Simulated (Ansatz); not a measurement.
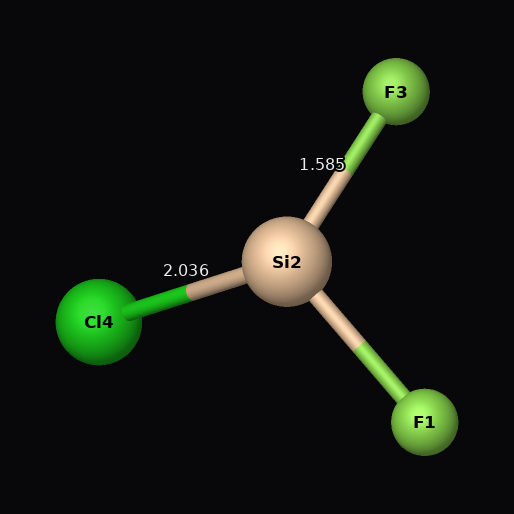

Bond lengths are marked in Å; every bond is drawn as one stick. Charge 0, doublet. The geometry was computed by an optimisation with PBE0-D4/def2-TZVP. No frequency run is at hand to confirm it as a minimum.

Q: Assign a bond order to each marked bond.

A: Si2–F3 single; Si2–Cl4 single. This is one Lewis structure.

Q: Give the structure as SMILES.

A: F[Si](F)Cl
